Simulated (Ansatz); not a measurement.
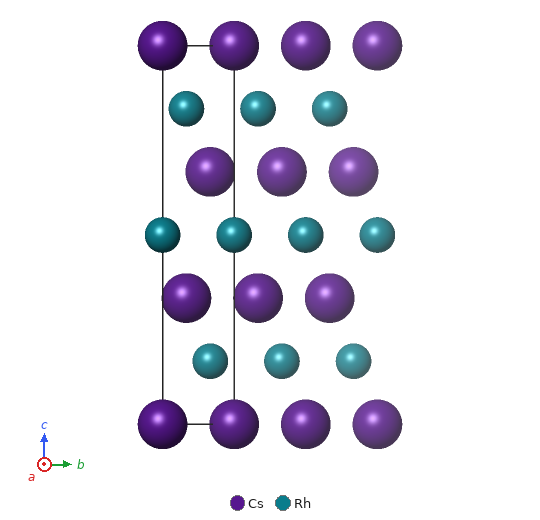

The picture looks along a close-packed row of the hexagonal mesh; c points upwards. Every atom sits on one of the three columns of the mesh; call them A, B, C in the order in which they first turn up. The sequence starts with the first layer at or above the cell's origin.

System CsRh (space group R-3m, No. 166); source of the atomic positions: the geometry relaxed with DFT PBE, scalar-relativistic, plane waves, PAW in Ansatz 0.2.0; the starting structure was generated, so it need not be a known form of this composition.

> List the layers of one repeat.

Cs(A) – Rh(B) – Cs(C) – Rh(A) – Cs(B) – Rh(C) (six layers in 15.71 Å).

> Taking all atoms as equal spheres, what packing is it?

As equal spheres, ABCABC: cubic close packing.
